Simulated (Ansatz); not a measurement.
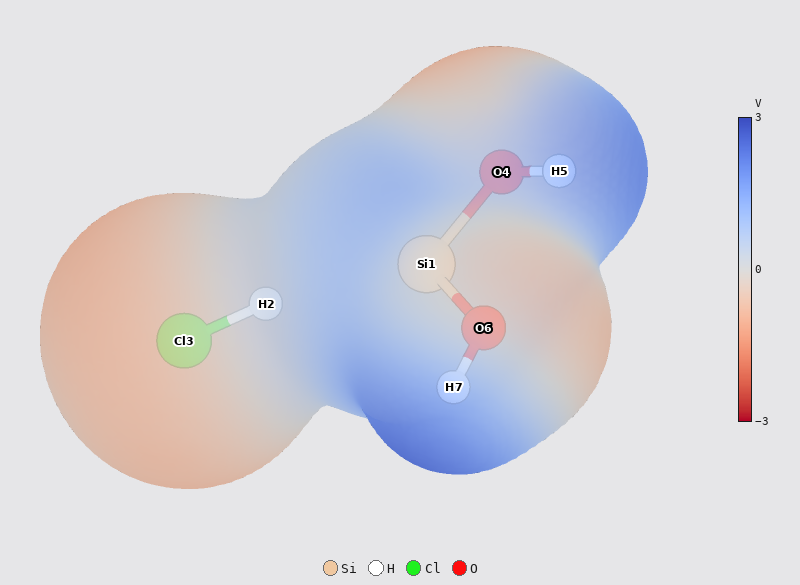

Figure. H$_{2}$O$_{2}$Si···HCl. The molecular electrostatic potential painted on the density surface at 0.001 e/bohr³, seen at a tilt; red is negative and blue positive.

The calculation used Ansatz 0.2.0, RKS B3LYP-D4/def2-SVP.

```yaml
atoms:
  - { symbol: Si, position_ang: [-0.4292, 0.1322, -0.0596] }
  - { symbol: H, position_ang: [1.8220, 0.0824, 1.1627] }
  - { symbol: Cl, position_ang: [2.9277, -0.2370, 1.7780] }
  - { symbol: O, position_ang: [-1.3239, 1.3795, -0.6860] }
  - { symbol: H, position_ang: [-2.1590, 1.1655, -1.1316] }
  - { symbol: O, position_ang: [-1.3997, -1.1709, -0.4710] }
  - { symbol: H, position_ang: [-1.0884, -2.0482, -0.2099] }
```

Where is the surface potential most negative and most positive?

The most negative region (about −1.1 V) lies over O4, the most positive (about +2.3 V) over H7. O4 is the likeliest acceptor of a hydrogen bond.
